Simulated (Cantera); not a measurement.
A closed system holds: 1 mol Si, 9 mol F2, 0.14 mol N2, equilibrated at 13.3 mbar.

These are equilibrium values from Cantera (NASA tables, ideal gas, pure condensed phases), not measurements of a reactor. Candidate condensed phases: Si, Si3N4; 16 gas species. The numbers say what is thermodynamically allowed, not how fast it happens.

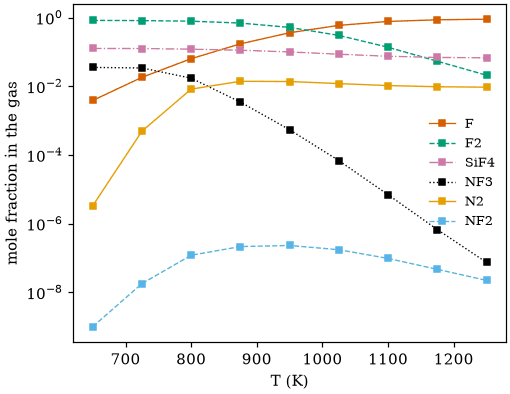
Figure: Equilibrium gas composition (values under 1e-9 drawn at 1e-9)

Read off the mole fractions at 650 K.

F2 about 0.83, SiF4 about 0.13, NF3 about 0.036, F about 0.0039, N2 about 3.3e-6.
